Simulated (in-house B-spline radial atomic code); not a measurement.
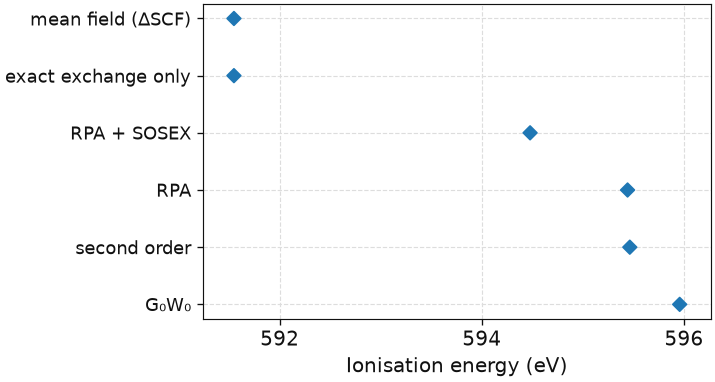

**Figure 1.** Ionisation energy of Sn²⁰⁺ ([Ar] 3d¹⁰ 4s² → [Ar] 3d¹⁰ 4s). All-electron spherical atom, non-relativistic, exchange-only OEP start, no spin-orbit coupling, Breit or QED terms; computed with a B-spline radial code. Differences of total energies, each species on its own start, beside the G₀W₀ level.

```tsv
Method	Ionisation energy (eV)
mean field (ΔSCF)	591.55
exact exchange only	591.55
second order	595.46
RPA	595.44
RPA + SOSEX	594.48
G₀W₀	595.96
```

The values run from 591.55 eV (mean field (ΔSCF) and exact exchange only) to 595.96 eV (G₀W₀).

## Sn²⁰⁺: RPA and GW calculation

System: Sn²⁰⁺, configuration [Ar] 3d10 4s2.
Method: RPA, second-order and SOSEX correlation energies and G0W0 (contour deformation) on a non-relativistic mean field, all electrons, B-spline basis (in-house B-spline radial atomic code).

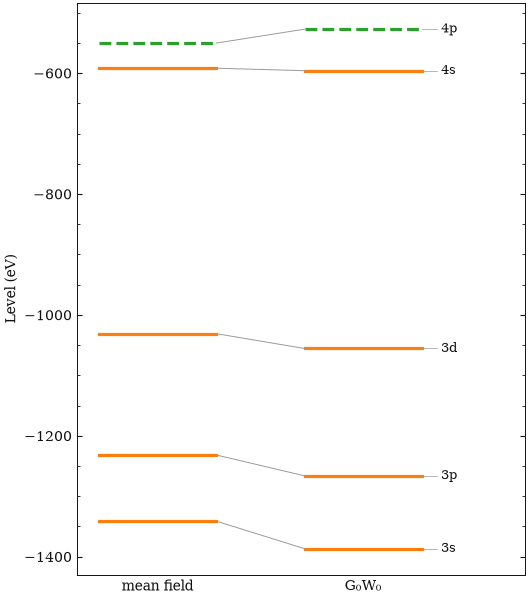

**Figure 2.** Mean-field and G₀W₀ levels (solid occupied, dashed empty) for Sn²⁰⁺ ([Ar] 3d¹⁰ 4s²). The quasi-particle equation is solved at full frequency; levels of low quasi-particle weight Z are left out. Σ columns are in eV, and Σc holds an estimate for the angular momenta beyond the basis. G₀W₀ moves the highest occupied level, 4s, from −591.8 to −596.0 eV (renormalisation factor Z = 0.97). The empty level 4p goes from −550.3 to −527.2 eV.

| Level | Mean field (eV) | Σx − vxc (eV) | Σc (eV) | Z | G₀W₀ (eV) |
| --- | --- | --- | --- | --- | --- |
| 4p | −550.3 | 25.9 | −2.9 | 0.97 | −527.2 |
| 4s | −591.8 | 0.0 | −4.1 | 0.97 | −596.0 |
| 3d | −1031.1 | −27.8 | 3.3 | 0.99 | −1055.6 |
| 3p | −1231.8 | −41.4 | 7.0 | 0.97 | −1266.3 |
| 3s | −1341.3 | −51.5 | 6.0 | 0.93 | −1386.8 |

Input and output of the run follow.

**Input file**
```
Z = 50
electrons = 30.0
configuration = [Ar] 3d10 4s2
hamiltonian = nr
method = oep
lmax = 9
spin_polarised = False
box_radius = 4.08
intervals = 67
ion_configuration = [Ar] 3d10 4s1
```

Launched within a batch (the task file carries these settings):
```bash
python <driver script> task.json out
```

The program writes its results to a structured record and prints no log; tables and figures of this report are taken from that record.

**Key numbers**

- outcome: converged
- mean-field total energy: −5856.01269 hartree
- total energy with exact exchange alone: −5856.01269 hartree
- exact exchange energy: −140.52243 hartree
- RPA correlation, extrapolated in the angular momentum of the empty orbitals: −2.38254 hartree
- RPA correlation, as summed: −2.35116 hartree
- direct second-order term: −2.58883 hartree
- second-order exchange term: 0.76066 hartree
- SOSEX term: 0.71591 hartree
- hardware: 1 thread of Arm Neoverse N1, 54 GiB of memory available, shared host
- wall time: 11 s

**Remarks**

Relativity is left out, which matters for an atom this heavy. Caveats: relativity is absent.
